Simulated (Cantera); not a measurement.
Feed: 1 mol CH4, 0.42 mol CO2, equilibrated at 53.0 mbar.

Method: chemical equilibrium by Gibbs-energy minimisation in Cantera with the NASA 1993 tables (ideal gas, pure condensed phases). Candidate condensed phases: C, C6H6, C7H8, C8H18, H2O; 110 gas species. Kinetics and transport are ignored.

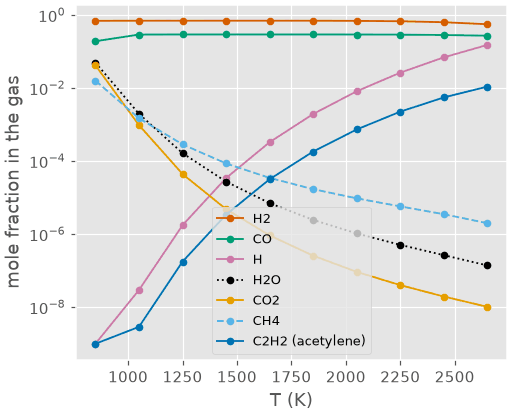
Fig. 1. Equilibrium gas composition (values under 1e-9 drawn at 1e-9)

Read off the mole fractions at 850 K.

H2 about 0.70, CO about 0.19, H2O about 0.050, CO2 about 0.042, CH4 about 0.016.
